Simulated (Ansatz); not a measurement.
**One shape, several levels: CH4FSSn (SMILES [CH3][Sn]([F])[SH])**

We compute a comparison of 5 runs (UHF/STO-3G, UHF/3-21G, UHF/def2-SVP, UPBE0/STO-3G, UPBE0/def2-SVP) of CH4FSSn. 

The results are computed with Ansatz 0.2.0.

5 further runs of the same task are left out: 5 that didn't finish.

### 1 The molecule

The species is CH4FSSn (8 atoms), meant as a doublet with charge 0. SMILES: `[CH3][Sn]([F])[SH]`. Geometry: relaxed at PBE0-D4/def2-TZVP. This is one conformer, not always the lowest.

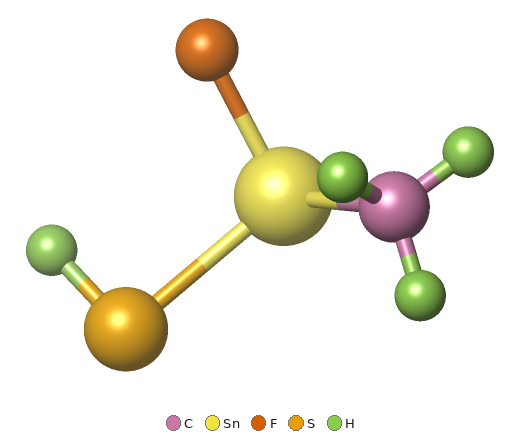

Viewed from a chosen angle; carbon pink, tin yellow, fluorine orange, sulfur amber, hydrogen green.

### 2 Energy and forces at UHF/STO-3G (run 1)

The input, job.yaml:

```yaml
crystal:
  periodic: [false, false, false]
  atoms:
    - {symbol: C, position_ang: [0.587900, 1.174700, -0.623700]}
    - {symbol: Sn, position_ang: [-0.909800, 0.006200, 0.421700]}
    - {symbol: F, position_ang: [-0.136000, -0.268900, 2.180400]}
    - {symbol: S, position_ang: [-0.931500, -2.250500, -0.464200]}
    - {symbol: H, position_ang: [0.550800, 2.206800, -0.281200]}
    - {symbol: H, position_ang: [0.398800, 1.116500, -1.694800]}
    - {symbol: H, position_ang: [1.545400, 0.717400, -0.372000]}
    - {symbol: H, position_ang: [-1.013300, -2.759300, 0.777800]}
basis:
  gaussian: {orbitals: STO-3G}
magnetization: {spin_polarized: true, initial_magnetization: 1}
hamiltonian: {xc: hf}
accuracy: high
output: {forces: true, orbitals: {seedname: orbitals}}
```

Command:

```console
$ ansatz run job.yaml --threads 1 --pin off --max-ram 2610MiB --events-out events.jsonl --progress --plain --runs-dir runs
```

The program printed:

```text
Warning: RAYON_NUM_THREADS=1 ignored (pool sized by the plan → 1); use --threads N
Functional definition: HF
  name "HF"
  exchange = exact_x
  correlation = 0
992 factors; integrals over basis functions are off by at most 5.2e-9 eV
mean field evaluation 1: about -176714.9572 eV, gradient 1.4e1 eV
mean field evaluation 2: about -176715.0930 eV, gradient 1.4e1 eV
mean field evaluation 4: about -176717.7871 eV, gradient 1.5e0 eV
mean field evaluation 8: about -176717.8647 eV, gradient 6.4e-2 eV
mean field evaluation 16: about -176717.8575 eV, gradient 2.4e-8 eV
mean field -176717.85745557 eV, -6494.2614778261 hartree, gradient 2.4e-8 eV, S^2 0.754738; 0 other end points of the search recorded, 0 dependent functions left out
the calculation of the forces begins
reference -176717.85745557 eV, -6494.2614778261 hartree; 43, 42 occupied and 7, 8 virtual orbitals, 992 factors
Total energy: -176717.85745557 eV, -6494.2614778261 hartree
Atom 0 at     0.587900     1.174700    -0.623700 Å, force    -1.212893    -1.111861     0.810600 eV/Å
Atom 1 at    -0.909800     0.006200     0.421700 Å, force     0.995116    -0.519692     0.293709 eV/Å
Atom 2 at    -0.136000    -0.268900     2.180400 Å, force    -0.492256     0.180413    -1.052240 eV/Å
Atom 3 at    -0.931500    -2.250500    -0.464200 Å, force     0.004924     0.849486     1.008547 eV/Å
Atom 4 at     0.550800     2.206800    -0.281200 Å, force     0.328467    -0.262694    -0.354757 eV/Å
Atom 5 at     0.398800     1.116500    -1.694800 Å, force     0.456631     0.271576     0.329332 eV/Å
Atom 6 at     1.545400     0.717400    -0.372000 Å, force    -0.092342     0.574802    -0.437589 eV/Å
Atom 7 at    -1.013300    -2.759300     0.777800 Å, force     0.012354     0.017969    -0.597603 eV/Å
Dipole moment:    -0.326907     0.297709    -0.033833 e Å
```

It took 3.9 s on 1 thread of Intel Xeon Platinum 8488C (Sapphire Rapids), shared host.

### 3 Energy and forces at UHF/3-21G (run 2)

The input, in.yaml:

```yaml
basis:
  gaussian:
    orbitals: 3-21G-spherical.json
crystal:
  periodic: [false, false, false]
  atoms:
    - {symbol: C, position_ang: [0.587900, 1.174700, -0.623700]}
    - {symbol: Sn, position_ang: [-0.909800, 0.006200, 0.421700]}
    - {symbol: F, position_ang: [-0.136000, -0.268900, 2.180400]}
    - {symbol: S, position_ang: [-0.931500, -2.250500, -0.464200]}
    - {symbol: H, position_ang: [0.550800, 2.206800, -0.281200]}
    - {symbol: H, position_ang: [0.398800, 1.116500, -1.694800]}
    - {symbol: H, position_ang: [1.545400, 0.717400, -0.372000]}
    - {symbol: H, position_ang: [-1.013300, -2.759300, 0.777800]}
magnetization:
  spin_polarized: true
  initial_magnetization: 1
hamiltonian:
  xc: hf
accuracy: high
output: {forces: true, orbitals: {seedname: orbitals}}
```

The basis set 3-21G is read from a file made from the Basis Set Exchange's data (not shown).

Command:

```console
$ ansatz run in.yaml --threads 1 --pin off --max-ram 2610MiB --events-out events.jsonl --progress --plain --runs-dir runs
```

The program printed:

```text
Warning: RAYON_NUM_THREADS=1 ignored (pool sized by the plan → 1); use --threads N
Functional definition: HF
  name "HF"
  exchange = exact_x
  correlation = 0
1519 factors; integrals over basis functions are off by at most 1.1e-8 eV
mean field evaluation 1: about -177708.7040 eV, gradient 2.4e1 eV
mean field evaluation 2: about -177708.7383 eV, gradient 2.4e1 eV
mean field evaluation 4: about -177711.3796 eV, gradient 1.8e0 eV
mean field evaluation 8: about -177711.4427 eV, gradient 1.4e-1 eV
mean field -177711.44349746 eV, -6530.7750913888 hartree, gradient 7.3e-8 eV, S^2 0.758292; 0 other end points of the search recorded, 0 dependent functions left out
the calculation of the forces begins
reference -177711.44349746 eV, -6530.7750913888 hartree; 43, 42 occupied and 27, 28 virtual orbitals, 1519 factors
Total energy: -177711.44349746 eV, -6530.7750913888 hartree
Atom 0 at     0.587900     1.174700    -0.623700 Å, force    -0.231283    -0.112689     0.022614 eV/Å
Atom 1 at    -0.909800     0.006200     0.421700 Å, force     0.563566     0.982414     1.227346 eV/Å
Atom 2 at    -0.136000    -0.268900     2.180400 Å, force    -0.534421     0.133265    -0.842739 eV/Å
Atom 3 at    -0.931500    -2.250500    -0.464200 Å, force    -0.050817    -0.641288    -0.324723 eV/Å
Atom 4 at     0.550800     2.206800    -0.281200 Å, force     0.157550    -0.197788    -0.185724 eV/Å
Atom 5 at     0.398800     1.116500    -1.694800 Å, force     0.209320     0.113138     0.221802 eV/Å
Atom 6 at     1.545400     0.717400    -0.372000 Å, force    -0.094367     0.281942    -0.218460 eV/Å
Atom 7 at    -1.013300    -2.759300     0.777800 Å, force    -0.019548    -0.558993     0.099884 eV/Å
Dipole moment:    -0.246737     0.637121    -0.139117 e Å
```

Run time: 8.7 s. Hardware: 1 thread of Intel Xeon Platinum 8488C (Sapphire Rapids), shared host.

Run 3 isn't shown in full; the table further down has it.

### 4 Energy and forces at UPBE0/STO-3G (run 4)

The input, input.yaml:

```yaml
crystal:
  periodic: [false, false, false]
  atoms:
    - {symbol: C, position_ang: [0.587900, 1.174700, -0.623700]}
    - {symbol: Sn, position_ang: [-0.909800, 0.006200, 0.421700]}
    - {symbol: F, position_ang: [-0.136000, -0.268900, 2.180400]}
    - {symbol: S, position_ang: [-0.931500, -2.250500, -0.464200]}
    - {symbol: H, position_ang: [0.550800, 2.206800, -0.281200]}
    - {symbol: H, position_ang: [0.398800, 1.116500, -1.694800]}
    - {symbol: H, position_ang: [1.545400, 0.717400, -0.372000]}
    - {symbol: H, position_ang: [-1.013300, -2.759300, 0.777800]}
basis:
  gaussian:
    orbitals: STO-3G
magnetization:
  spin_polarized: true
  initial_magnetization: 1
hamiltonian:
  xc: pbe0
accuracy: high
output: {forces: true, orbitals: {seedname: orbitals}}
```

Command:

```console
$ ansatz run input.yaml --threads 1 --pin off --max-ram 2610MiB --events-out events.jsonl --progress --plain --runs-dir runs
```

The program printed:

```text
Warning: RAYON_NUM_THREADS=1 ignored (pool sized by the plan → 1); use --threads N
Functional definition: PBE0
  name "PBE0"
  parameter a = 0.25
  parameter kappa = 0.804
  parameter beta = 0.06672455060314922
  exchange = (1 - a)*pbe_x(kappa = kappa, mu = beta*pi^2/3) + a*exact_x
  correlation = pbe_c(beta = beta)
992 factors; integrals over basis functions are off by at most 5.2e-9 eV
mean field evaluation 1: about -176791.3996 eV, gradient 1.1e1 eV
mean field evaluation 2: about -176786.2145 eV, gradient 3.1e1 eV
mean field evaluation 4: about -176792.8302 eV, gradient 1.2e0 eV
mean field evaluation 8: about -176792.8023 eV, gradient 3.2e-2 eV
mean field evaluation 16: about -176792.8024 eV, gradient 3.8e-6 eV
mean field -176792.80235009 eV, -6497.0156519004 hartree, gradient 4.0e-8 eV, S^2 0.752809; 0 other end points of the search recorded, 0 dependent functions left out
the calculation of the forces begins
reference -176792.80235184 eV, -6497.0156519646 hartree; 43, 42 occupied and 7, 8 virtual orbitals, 992 factors
Total energy: -176792.80235184 eV, -6497.0156519646 hartree
Atom 0 at     0.587900     1.174700    -0.623700 Å, force    -1.205265    -1.182964     0.850188 eV/Å
Atom 1 at    -0.909800     0.006200     0.421700 Å, force     0.519891    -0.214862     0.053387 eV/Å
Atom 2 at    -0.136000    -0.268900     2.180400 Å, force    -0.220031     0.069652    -0.649693 eV/Å
Atom 3 at    -0.931500    -2.250500    -0.464200 Å, force     0.165814     0.903318    -0.018915 eV/Å
Atom 4 at     0.550800     2.206800    -0.281200 Å, force     0.210685     0.186800    -0.126243 eV/Å
Atom 5 at     0.398800     1.116500    -1.694800 Å, force     0.263769     0.174389    -0.150478 eV/Å
Atom 6 at     1.545400     0.717400    -0.372000 Å, force     0.335903     0.278288    -0.256936 eV/Å
Atom 7 at    -1.013300    -2.759300     0.777800 Å, force    -0.070767    -0.214621     0.298689 eV/Å
Dipole moment:    -0.117013     0.130963     0.046661 e Å
```

Run time: 9.6 s. Hardware: 1 thread of Intel Xeon Platinum 8488C (Sapphire Rapids), shared host.

### 5 Energy and forces at UPBE0/def2-SVP (core potential) (run 5)

The input, input.yaml:

```yaml
crystal:
  periodic: [false, false, false]
  atoms:
    - symbol: C
      position_ang: [0.587900, 1.174700, -0.623700]
    - symbol: Sn
      position_ang: [-0.909800, 0.006200, 0.421700]
    - symbol: F
      position_ang: [-0.136000, -0.268900, 2.180400]
    - symbol: S
      position_ang: [-0.931500, -2.250500, -0.464200]
    - symbol: H
      position_ang: [0.550800, 2.206800, -0.281200]
    - symbol: H
      position_ang: [0.398800, 1.116500, -1.694800]
    - symbol: H
      position_ang: [1.545400, 0.717400, -0.372000]
    - symbol: H
      position_ang: [-1.013300, -2.759300, 0.777800]
basis:
  gaussian:
    orbitals: def2-SVP
magnetization:
  spin_polarized: true
  initial_magnetization: 1
hamiltonian:
  xc: pbe0
accuracy: high
output:
  forces: true
  orbitals: {seedname: orbitals}
```

Command:

```console
$ ansatz run input.yaml --threads 1 --pin off --max-ram 2610MiB --events-out events.jsonl --progress --plain --runs-dir runs
```

The program printed:

```text
Warning: RAYON_NUM_THREADS=1 ignored (pool sized by the plan → 1); use --threads N
Functional definition: PBE0
  name "PBE0"
  parameter a = 0.25
  parameter kappa = 0.804
  parameter beta = 0.06672455060314922
  exchange = (1 - a)*pbe_x(kappa = kappa, mu = beta*pi^2/3) + a*exact_x
  correlation = pbe_c(beta = beta)
2122 factors; integrals over basis functions are off by at most 1.2e-8 eV
mean field evaluation 1: about -20465.8003 eV, gradient 3.9e1 eV
mean field evaluation 2: about -20454.7327 eV, gradient 6.5e1 eV
mean field evaluation 4: about -20472.6287 eV, gradient 3.6e0 eV
mean field evaluation 8: about -20472.8357 eV, gradient 3.3e-1 eV
mean field evaluation 16: about -20472.8366 eV, gradient 4.5e-4 eV
mean field -20472.83656783 eV, -752.3628668808 hartree, gradient 4.0e-8 eV, S^2 0.754418; 0 other end points of the search recorded, 0 dependent functions left out
the calculation of the forces begins
reference -20472.83657042 eV, -752.3628669759 hartree; 29, 28 occupied and 63, 64 virtual orbitals, 2122 factors
Total energy: -20472.83657042 eV, -752.3628669759 hartree
Atom 0 at     0.587900     1.174700    -0.623700 Å, force    -0.114859    -0.114756     0.048715 eV/Å
Atom 1 at    -0.909800     0.006200     0.421700 Å, force    -0.274979     0.267225    -0.170016 eV/Å
Atom 2 at    -0.136000    -0.268900     2.180400 Å, force     0.149402    -0.072808     0.382827 eV/Å
Atom 3 at    -0.931500    -2.250500    -0.464200 Å, force     0.005023    -0.185929    -0.291343 eV/Å
Atom 4 at     0.550800     2.206800    -0.281200 Å, force    -0.004658     0.317091     0.094917 eV/Å
Atom 5 at     0.398800     1.116500    -1.694800 Å, force    -0.038649    -0.005890    -0.313724 eV/Å
Atom 6 at     1.545400     0.717400    -0.372000 Å, force     0.281496    -0.111152     0.062985 eV/Å
Atom 7 at    -1.013300    -2.759300     0.777800 Å, force    -0.002776    -0.093781     0.185638 eV/Å
Dipole moment:    -0.096556     0.348732    -0.309328 e Å
```

Run time: 22 s. Hardware: 1 thread of Intel Xeon Platinum 8488C (Sapphire Rapids), shared host; peak memory 0.53 GiB.

### 6 Overview of the runs

```tsv
run	level	core potential	energy (Eh)	dipole moment (D)	HOMO energy (eV)	LUMO energy (eV)	wall time
1	UHF/STO-3G	none	-6494.261478	2.13	-5.45	4.13	3.9 s
2	UHF/3-21G	none	-6530.775091	3.35	-8.85	-0.36	8.7 s
3	UHF/def2-SVP (core potential)	def2-SVP	-750.313258	2.86	-8.99	-0.09	7.8 s
4	UPBE0/STO-3G	none	-6497.015652	0.87	-2.47	0.42	9.6 s
5	UPBE0/def2-SVP (core potential)	def2-SVP	-752.362867	2.29	-6.27	-3.54	22 s
```

### 7 What came out

```
                                 quantity          value
                      run 5: total energy  -752.36287 Eh
                     run 5: dipole moment         2.29 D
run 5: HOMO energy (highest over α and β)       -6.27 eV
 run 5: LUMO energy (lowest over α and β)       -3.54 eV
                              run 5: ⟨S²⟩          0.754
          run 5: largest force on an atom     0.419 eV/Å
```

The dipole moment (its size) runs from 0.87 D (UPBE0/STO-3G) to 3.35 D (UHF/3-21G). The two ends differ in method and basis. Some runs of one species differ in core potentials or relativity; totals across that change don't compare. In runs 1, 4 the basis is minimal, so the values are rough. In runs 1, 2, 4 relativity is left out where basis or elements ask for it. All runs together took 52 s, the longest 22 s.
